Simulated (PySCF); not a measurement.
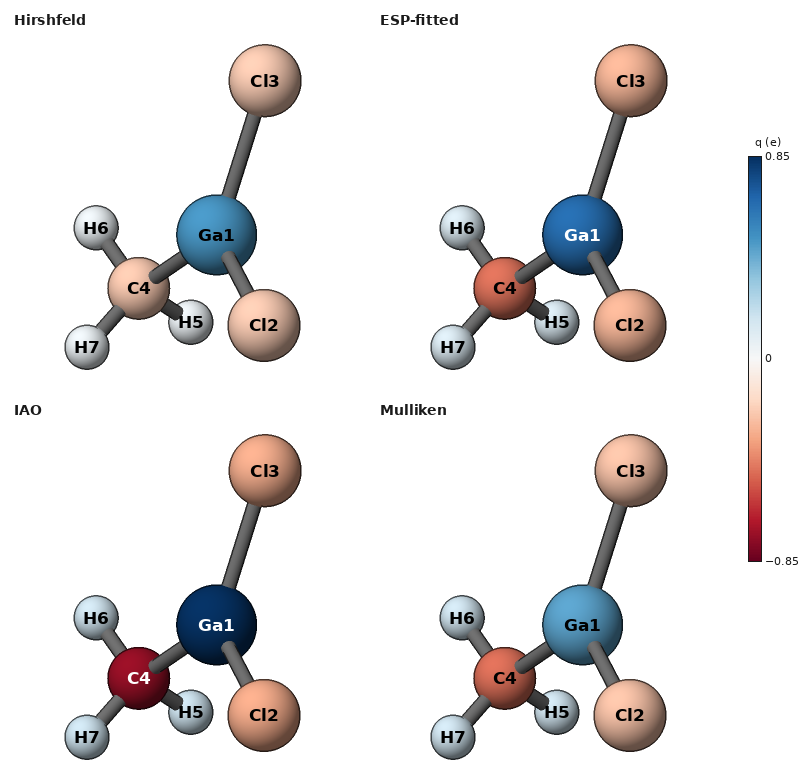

Atomic charges of one calculation by 4 schemes, on one colour scale. The computed structure is the end point of a PBE0-D3(BJ)/def2-SVP optimisation. No frequency run is at hand to confirm it as a minimum. Level of theory: PBE0/pcSseg-1 (pcSseg-2 on Ga) (PySCF 2.14.0).

Question. Which scheme gives the most polar picture (largest mean size of the charges)?

Answer. The IAO charges are the largest in size here, and the Hirshfeld charges the smallest.

Question. On which atom do the schemes disagree most?

Answer. On C4 (from −0.73 to −0.22 e).

List the charges (e), one line for each set of equivalent atoms. Atoms whose distances differ by more than 0.02 Å in this geometry are listed apart.

| atom | Hirshfeld | ESP-fitted | IAO | Mulliken |
| --- | --- | --- | --- | --- |
| Ga1 | 0.50 | 0.65 | 0.84 | 0.45 |
| Cl2 | −0.21 | −0.28 | −0.31 | −0.24 |
| Cl3 | −0.21 | −0.28 | −0.31 | −0.24 |
| C4 | −0.22 | −0.46 | −0.73 | −0.47 |
| H5 | 0.05 | 0.13 | 0.17 | 0.17 |
| H6 | 0.05 | 0.12 | 0.17 | 0.17 |
| H7 | 0.05 | 0.12 | 0.17 | 0.17 |
